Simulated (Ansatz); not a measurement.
# F₆GaP (SMILES F[P+](F)(F)[Ga-]([F])([F])[F]): what the fields show

Input file:

```
crystal:
  periodic: [false, false, false]
  atoms:
    - {symbol: F, position_ang: [0.898643, -1.521010, 1.407162]}
    - {symbol: P, position_ang: [0.795449, -0.747430, 0.079409]}
    - {symbol: F, position_ang: [0.770730, -1.907137, -0.933764]}
    - {symbol: F, position_ang: [2.243638, -0.248680, -0.082010]}
    - {symbol: Ga, position_ang: [-1.064988, 1.000746, -0.106573]}
    - {symbol: F, position_ang: [-0.531986, 2.009213, 1.213941]}
    - {symbol: F, position_ang: [-0.711737, 1.505194, -1.739219]}
    - {symbol: F, position_ang: [-2.399739, -0.090897, 0.161053]}
basis:
  gaussian: {orbitals: def2-TZVPP}
hamiltonian: {xc: pbe0, dispersion: d4}
output: {orbitals: {seedname: orbitals}}
```

Launched as:

```sh
ansatz run in.yaml --threads 4 --pin off --events-out ev --progress --plain --max-ram 11315MiB
```

Geometry: PBE0-D4/def2-TZVP.

Computed with RKS PBE0-D4/def2-TZVPP in Ansatz 0.2.0.

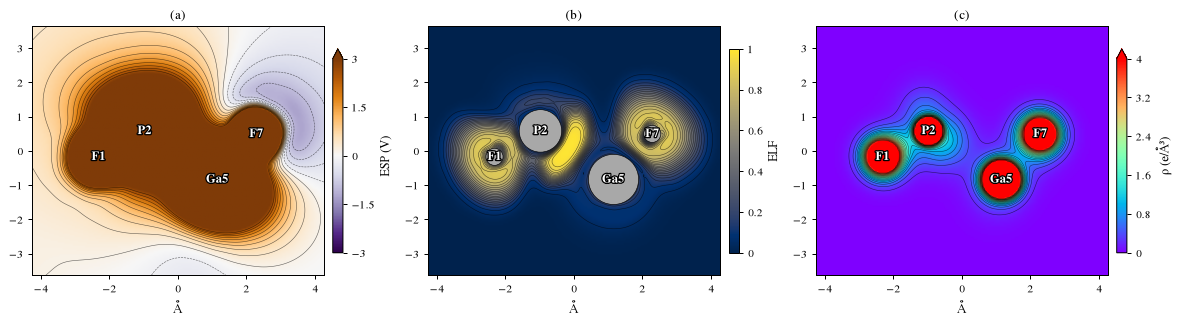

Figure 1. (a) electrostatic potential; (b) electron localisation function; (c) total electron density on the plane of atoms F1, P2 and Ga5. Grey discs cover the atomic cores in the ELF map.

### Interpret the plot.

The section cuts through F, P and Ga sites.
P–F (1.54 Å): the density is about 1.6 e/Å³ at the midpoint; the ELF peaks at about 0.80 in the valence shell of F, 0.6 Å from its nucleus, and is about 0.65 at the midpoint.
Ga–F (1.74 Å): ρ at the midpoint is about 0.9 e/Å³; the ELF peaks at about 0.85 in the valence shell of F, 0.5 Å from its nucleus, and is about 0.15 at the midpoint.
Ga–P (2.56 Å): ρ at the midpoint is about 0.41 e/Å³, with its minimum of 0.35 e/Å³ about 1.1 Å from Ga; the ELF peaks at about 1 in the valence shell of P, 1.0 Å from its nucleus, and is about 0.85 at the midpoint.
The ELF also peaks beside F1 and F7, away from the bonds: lone-pair regions.
Outside the dense part of the molecule the potential is most negative (−1.3 V) near F7.

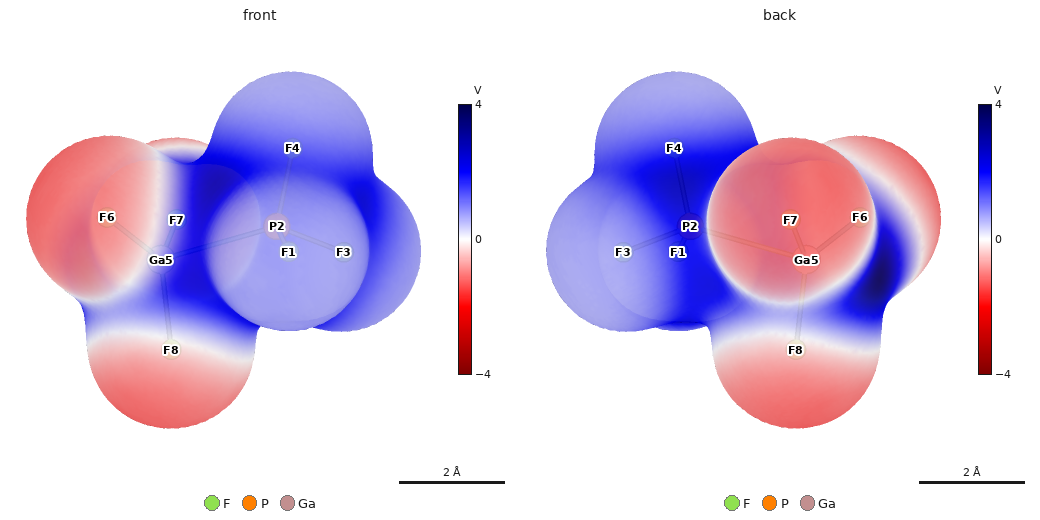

Figure 2. The electrostatic potential painted on the density surface at 0.002 e/bohr³, seen from the front and from behind; the colour scale runs from red (negative) to blue (positive).

### Which sites attract a positive test charge, and which a negative one?

A positive charge is drawn to the negative regions and a negative charge to the positive ones. The most negative region (about −1.2 V, or −28 kcal/mol for a unit charge) lies over F6, F7 and F8, the most positive (about +3.3 V, or +76 kcal/mol for a unit charge) over Ga5.

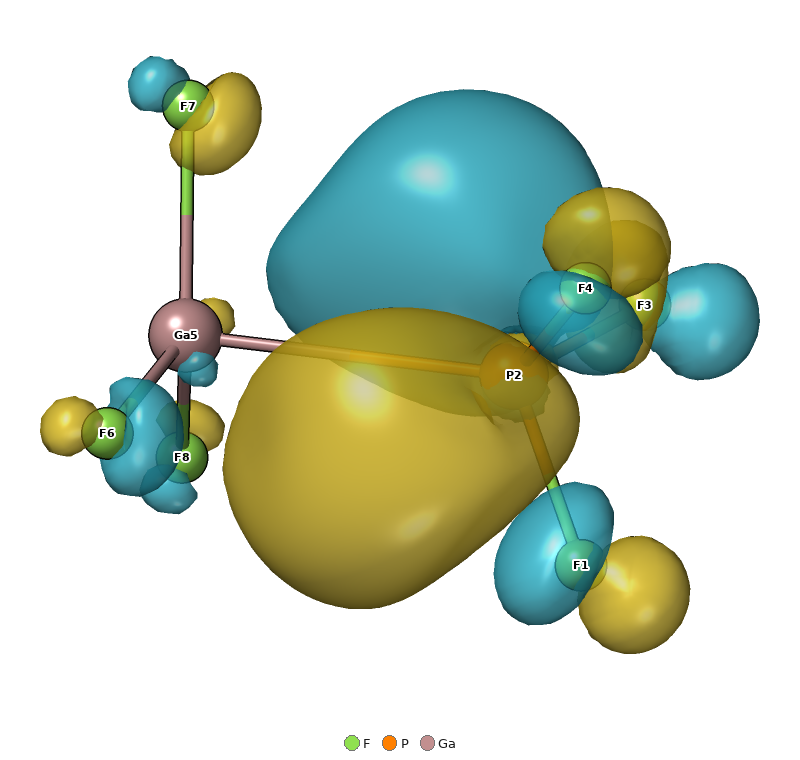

Figure 3. The LUMO at ±0.1 Å⁻³ᐟ² (yellow and cyan are the two phases), seen at a tilt.

### What is the character of this orbital?

It lies mainly on P2 (about 60 %), Ga5 (about 15 %), F1 (about 5 %), F3 (about 5 %) and F4 (about 5 %). It is one of a degenerate set, so its orientation is arbitrary. Its energy is −1.54 eV.
